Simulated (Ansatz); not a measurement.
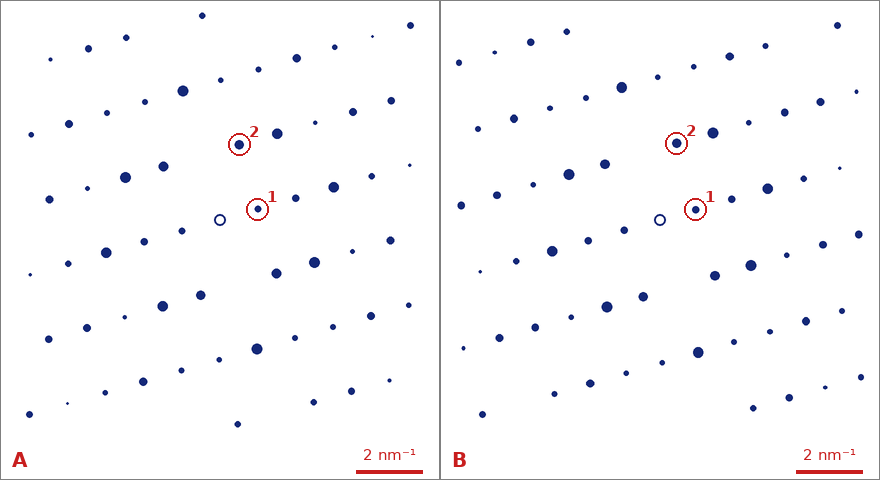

Kinematic electron diffraction patterns (300 kV, B = 0.5 Å², same scale) along [100] of the run's own cell, for the start and the end of one relaxation of SrLi2 with Ansatz 0.2.0, DFT PBE, scalar-relativistic, plane waves, PAW. k mesh 8×8×4. The start is a generated model structure, and the relaxation ends in the nearest stationary point of its symmetry, not necessarily the ground state. Spot 1 is 0 0 -1 and spot 2 is 0 1 -1 in both.

Start structure:

```
CELL_PARAMETERS angstrom
4.74076 0.00000 0.00000
0.00000 4.74076 0.00000
0.00000 0.00000 8.73185
ATOMIC_POSITIONS crystal
Li 0.50000 0.50000 0.00000
Li 0.00000 0.00000 0.00000
Li 0.50000 0.00000 0.21019
Li 0.00000 0.50000 0.78981
Sr 0.50000 0.00000 0.65640
Sr 0.00000 0.50000 0.34360
```

> Which pattern belongs to the start structure, and which to the relaxed one?

B is the start: its cell gives d(1) = 8.732 Å, d(2) = 4.166 Å and an angle of 61.5°. A is the relaxed structure, with d(1) = 8.274 Å (-5.2 %), d(2) = 4.198 Å (+0.8 %) and 59.5°.

> What did the relaxation do to the structure and the energy?

The volume changed by +0.1 % to 32.73 Å³ an atom; with the mean shift removed, the atoms moved by up to 0.06 Å relative to the cell (Li most); the space group stayed P4/nmm (No. 129); the free energy fell by 2.4 meV an atom. Relaxed cell: a = 4.872 Å, b = 4.872 Å, c = 8.274 Å, α = 90.00°, β = 90.00°, γ = 90.00°.
